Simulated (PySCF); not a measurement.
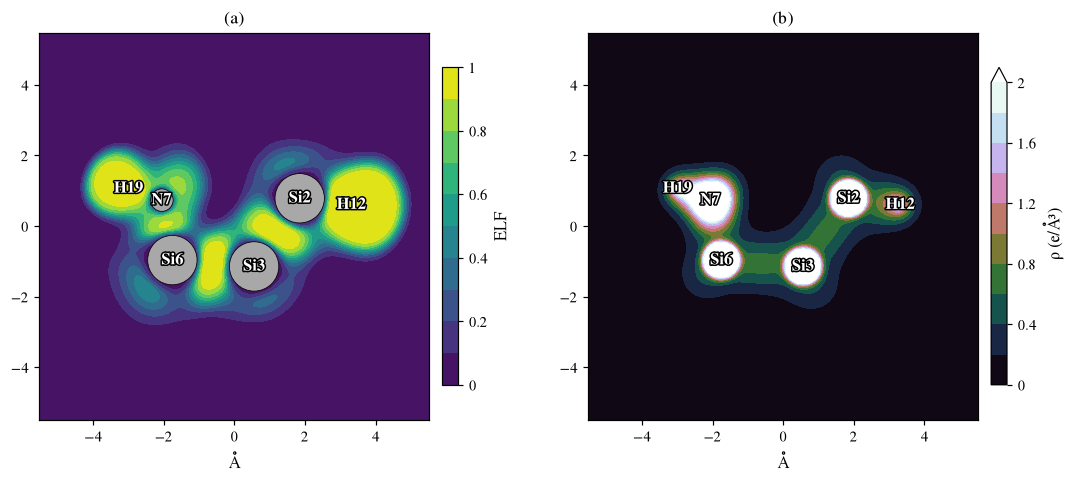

Figure. C2H13NOSi3. (a) ELF; (b) electron density on the plane of atoms Si2, Si3 and Si6. Grey discs cover the atomic cores in the ELF map.

Geometry: GFN2-xTB.

Computed with PBE0/pcSseg-1, SCF density, gas phase, non-relativistic (PySCF 2.14.0).

```xyz
20

C    -1.8131    1.8575    0.2100
Si   -1.3008    0.4473    1.3783
Si    0.1554   -0.9676    0.2476
C    -0.7704   -2.0167   -1.0651
O     0.5758   -1.9744    1.4835
Si    2.0457   -0.0800   -0.7687
N     2.0039    1.5982   -0.3587
H    -2.3898    1.4840   -0.6311
H    -0.9437    2.3684   -0.1932
H    -2.4232    2.5957    0.7203
H    -0.6885    1.0768    2.5647
H    -2.5447   -0.1602    1.8890
H    -1.6146   -2.5430   -0.6265
H    -0.1219   -2.7656   -1.5159
H    -1.1547   -1.3970   -1.8692
H     1.0528   -2.7885    1.3459
H     3.3237   -0.7411   -0.4037
H     2.0595   -0.0595   -2.2381
H     2.6840    2.2139   -0.7744
H     1.8592    1.8624    0.6024
```

What do the fields say about this system?

- Atoms in the plane: Si, N and H.
- Si–N (1.73 Å): ρ is about 1.1 e/Å³ halfway; the ELF peaks at about 0.90 between the atoms, as expected for a polar covalent bond.
- Si–Si (2.32 Å): ρ is about 0.69 e/Å³ halfway; the ELF peaks at about 1 between the atoms, as expected for a covalent bond.
- N–H (1.01 Å): the density is about 2.8 e/Å³ at the midpoint; the ELF climbs to about 1 towards the hydrogen, as it does in any bond to H: an ordinary covalent bond to hydrogen.
